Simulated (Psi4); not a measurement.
**M06-L/def2-TZVP run of AlHCl2 (SMILES [H][Al]([Cl])[Cl])**

Aim: the vertical singlet–triplet gap of AlHCl2 at M06-L/def2-TZVP, from 2 runs. 

The calculation is run with Psi4 1.11.

2 further runs of the same task are left out: 2 set aside as unsound or not needed.

**1. The system as given**

The species is AlHCl2 (4 atoms), meant as a singlet with charge 0. As SMILES, `[H][Al]([Cl])[Cl]`. Geometry: a GFN2-xTB relaxation, a rough one for these elements and not checked as a minimum.

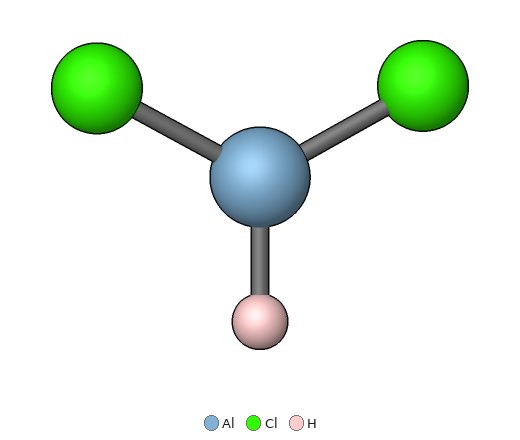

Viewed from a chosen angle; aluminium light blue, chlorine green, hydrogen pink.

**2. Energy and forces at M06-L/def2-TZVP**

Input file alcl2h.inp:

```
memory 1600 mb

molecule m {
  0 1
  Al    -0.09023442    -0.15242531    -0.00079368
  Cl     3.72625646    -0.34506399     0.02698529
  Cl    -2.07053512     3.11784024    -0.02991436
  H     -1.56546802    -2.62035094     0.00374166
  units au
  symmetry c1
  no_reorient
  no_com
}

set globals {
  puream true
  e_convergence 1e-09
  d_convergence 1e-08
  scf_type pk
  dft_radial_points 99
  dft_spherical_points 590
}

e, wfn = gradient('m06-l/def2-TZVP', return_wfn=True)
oeprop(wfn, 'MAYER_INDICES', 'MULLIKEN_CHARGES', 'DIPOLE', title='M06-L')
```

Started as:

```bash
$ psi4 alcl2h.inp alcl2h.out -n 1
```

alcl2h.out (excerpt; [...] marks lines left out):

```text
[...]
  Running in c1 symmetry.
[...]
  Nuclear repulsion =  168.858064394059824
[...]
  Multiplicity = 1
[...]
  Nalpha       = 24
  Nbeta        = 24
[...]
    Number of basis functions: 117
[...]
   @RKS iter   1: -1163.49422233096629   -1.49343e-01   4.37415e-03 ADIIS/DIIS
[...]
   @RKS iter  11: -1163.58223321387118   -3.86535e-12   5.26389e-09 DIIS
[...]
    Orbital Energies [Eh]
    ---------------------
    Doubly Occupied:
       1A   -101.173625     2A   -101.173516     3A    -55.798605
       4A     -9.406103     5A     -9.405977     6A     -7.110246
       7A     -7.110123     8A     -7.107320     9A     -7.107194
      10A     -7.106327    11A     -7.106202    12A     -4.141098
      13A     -2.651699    14A     -2.645842    15A     -2.642637
      16A     -0.801132    17A     -0.790248    18A     -0.426146
      19A     -0.366752    20A     -0.345557    21A     -0.332563
      22A     -0.318326    23A     -0.309095    24A     -0.299825
[...]
  @RKS Final Energy: -1163.58223321387118
   => Energetics <=
    Nuclear Repulsion Energy =            168.8580643940598236
    One-Electron Energy =               -1945.9077888416466067
    Two-Electron Energy =                 689.1772780001157344
    DFT Exchange-Correlation Energy =     -75.7097867663999295
    Empirical Dispersion Energy =           0.0000000000000000
    VV10 Nonlocal Energy =                  0.0000000000000000
    Total Energy =                      -1163.5822332138711772
[...]
  -Total Gradient:
     Atom            X                  Y                   Z
    ------   -----------------  -----------------  -----------------
       1        0.007620896742     0.012083407448    -0.000050635040
       2       -0.020672507414    -0.002280511545    -0.000116283615
       3        0.007592563329    -0.018962271006     0.000160197386
       4        0.005321123732     0.008922859836     0.000006797860
[...]
 Multipole Moments:
 ------------------------------------------------------------------------------------
     Multipole            Electronic (a.u.)      Nuclear  (a.u.)        Total (a.u.)
 ------------------------------------------------------------------------------------
 L = 1.  Multiply by 2.5417464519 to convert [e a0] to [Debye]
 Dipole X            :        -25.5183691           25.4087473           -0.1096218
 Dipole Y            :        -42.7229345           42.5353163           -0.1876183
 Dipole Z            :          0.0554368           -0.0563704           -0.0009335
 Magnitude           :                                                    0.2172980
[...]
  Mulliken Charges: (a.u.)
   Center  Symbol    Alpha    Beta     Spin     Total
       1    AL     6.13924  6.13924  0.00000  0.72151
       2    CL     8.63562  8.63562  0.00000 -0.27124
       3    CL     8.63590  8.63590  0.00000 -0.27180
       4     H     0.58924  0.58924  0.00000 -0.17847
   Total alpha = 24.00000, Total beta = 24.00000, Total charge =  0.00000
  Mayer Bond Indices:
[...]
```

Wall time 22 s (1 thread of Intel Xeon 6975P-C (Granite Rapids), shared host); peak memory 0.7 GiB.

**3. The triplet, same level**

Input file job.py:

```python
import psi4

psi4.set_memory('1600 MB')
psi4.set_num_threads(1)
psi4.set_output_file('alcl2h.out', False)

m = psi4.geometry("""
0 3
Al    -0.047750    -0.080660    -0.000420
Cl     1.971850    -0.182600     0.014280
Cl    -1.095680     1.649890    -0.015830
H     -0.828410    -1.386630     0.001980
symmetry c1
no_reorient
no_com
""")

psi4.set_options({
    'reference': 'uks',
    'puream': True,
    'e_convergence': 1e-09,
    'd_convergence': 1e-08,
    'scf_type': 'pk',
    'dft_radial_points': 99,
    'dft_spherical_points': 590,
    'maxiter': 200,
})

e = psi4.gradient("m06-l/def2-TZVP")
print('gradient / Eh bohr^-1')
print(e.np.round(6))
```

Started as:

```bash
$ python job.py
```

alcl2h.out (excerpt; [...] marks lines left out):

```text
[...]
  Running in c1 symmetry.
[...]
  Nuclear repulsion =  168.858064411667357
[...]
  Multiplicity = 3
[...]
  Nalpha       = 25
  Nbeta        = 23
[...]
    Number of basis functions: 117
[...]
   @UKS iter   1: -1163.23594735678626    1.08932e-01   4.07824e-03 DIIS/ADIIS
[...]
   @UKS iter  18: -1163.35517461689733   -6.82121e-13   4.07570e-09 DIIS
[...]
   @S^2 Observed:                2.005888577E+00
[...]
  @UKS Final Energy: -1163.35517461689733
   => Energetics <=
    Nuclear Repulsion Energy =            168.8580644116673568
    One-Electron Energy =               -1944.9905678839468237
    Two-Electron Energy =                 688.3857940369050539
    DFT Exchange-Correlation Energy =     -75.6084651815229307
    Empirical Dispersion Energy =           0.0000000000000000
    VV10 Nonlocal Energy =                  0.0000000000000000
    Total Energy =                      -1163.3551746168973295
[...]
 Multipole Moments:
 ------------------------------------------------------------------------------------
     Multipole            Electronic (a.u.)      Nuclear  (a.u.)        Total (a.u.)
 ------------------------------------------------------------------------------------
 L = 1.  Multiply by 2.5417464519 to convert [e a0] to [Debye]
 Dipole X            :        -25.4853250           25.4087473           -0.0765777
 Dipole Y            :        -42.6628712           42.5353162           -0.1275549
 Dipole Z            :          0.0596668           -0.0563705            0.0032962
 Magnitude           :                                                    0.1488129
[...]
  -Total Gradient:
     Atom            X                  Y                   Z
    ------   -----------------  -----------------  -----------------
       1       -0.005328940620    -0.009459823345     0.000283529044
       2       -0.037094250770     0.007216977176    -0.000366596389
       3        0.023770292576    -0.028931776873     0.000229888674
       4        0.018458813394     0.030846908288    -0.000146269324
[...]
```

Standard output:

```text
gradient / Eh bohr^-1
[[-0.005329 -0.00946   0.000284]
 [-0.037094  0.007217 -0.000367]
 [ 0.02377  -0.028932  0.00023 ]
 [ 0.018459  0.030847 -0.000146]]
```

It took 40 s on 1 thread of Intel Xeon 6975P-C (Granite Rapids), shared host; peak memory 0.7 GiB.

**4. What came out**

At M06-L/def2-TZVP:

```
                                        quantity           value
                           singlet: total energy  -1163.58223 Eh
                          singlet: dipole moment          0.55 D
                            singlet: HOMO energy        -8.16 eV
                            singlet: LUMO energy        -1.48 eV
                          singlet: HOMO–LUMO gap         6.68 eV
               singlet: largest force on an atom      1.069 eV/Å
                           triplet: total energy  -1163.35517 Eh
                          triplet: dipole moment          0.38 D
     triplet: HOMO energy (highest over α and β)        -2.63 eV
                                   triplet: ⟨S²⟩           2.006
               triplet: largest force on an atom      1.943 eV/Å
vertical energy of the triplet above the singlet        6.179 eV
```

At this shape the triplet lies 6.18 eV (142 kcal/mol) above the singlet. The largest force (singlet) is 1.07 eV/Å: the shape isn't a stationary point for this species at this level. Mulliken charges (singlet) run from -0.27 on Cl3 to +0.72 on Al1.
